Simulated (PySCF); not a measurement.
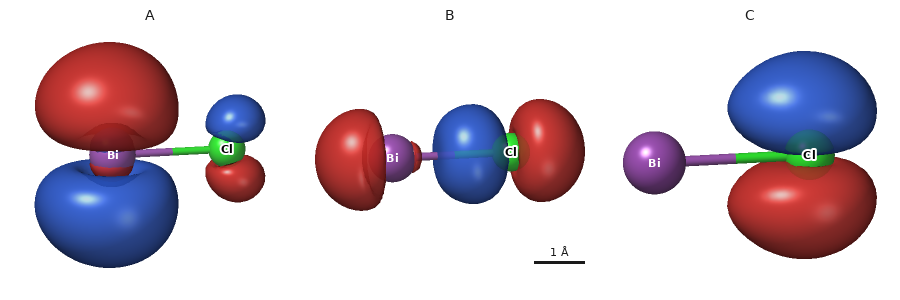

The picture shows: BiCl (triplet). Three frontier β-spin orbitals, each drawn at the value that holds 80 % of its norm (red and blue are the two phases), in no order; of a degenerate pair one member is drawn.

Core potentials replace the inner electrons of Bi.

Computed with PBE0/cc-pVTZ(-PP), non-relativistic Hamiltonian with scalar-relativistic core potentials where named, at a bond length of 2.450 Å (PySCF 2.14.0).

Q: Label each orbital by symmetry, say whether it is occupied, and order them by energy.

A: Orbital B: σ, occupied in this spin, −9.56 eV; shared between the atoms (Bi 30 %, Cl 70 %).
Orbital C: π, occupied in this spin, −8.86 eV; mainly on Cl (90 %).
Orbital A: π, empty in this spin, −2.92 eV; mainly on Bi (90 %).
